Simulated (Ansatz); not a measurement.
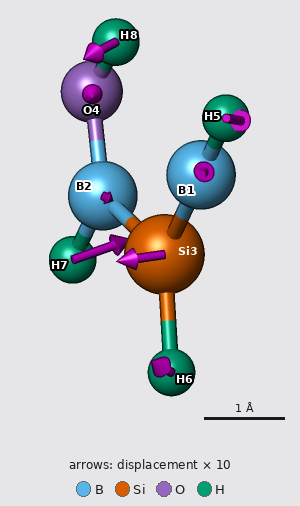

A relaxation of B₂SiH₄O. The starting structure is drawn; purple arrows show the displacements, magnified 10 times. The two geometries are superimposed by the best rigid fit.

A ball-and-stick model, seen from a free direction.

It is one of the separated reactants of a reaction.

Level of theory: Ansatz, RKS PBE0-D4/def2-TZVP. (force threshold 0.005 eV/Å; at most 200 steps)

### Describe the change and its energy.

After 13 accepted moves (14 points after the start) the energy has fallen by 0.026 eV. The largest force component goes from 0.53 to 0.0039 eV/Å. The line search rejected the trial step at point 10 of the run. The forces were under the threshold at step 6, but the run went on from there. The largest move after the best rigid fit is that of H7, 0.085 Å. Largest moves by element: H 0.085 Å, Si 0.065 Å, B 0.038 Å, O 0.034 Å. Near-neighbour distances that change, for instance: B1–H5 1.204 → 1.182 Å, B2–H7 1.220 → 1.199 Å, Si3–H6 1.502 → 1.483 Å, B1–Si3 1.846 → 1.832 Å. Cost: 41 s on 2 threads of Arm Neoverse V2, with other jobs on the host.
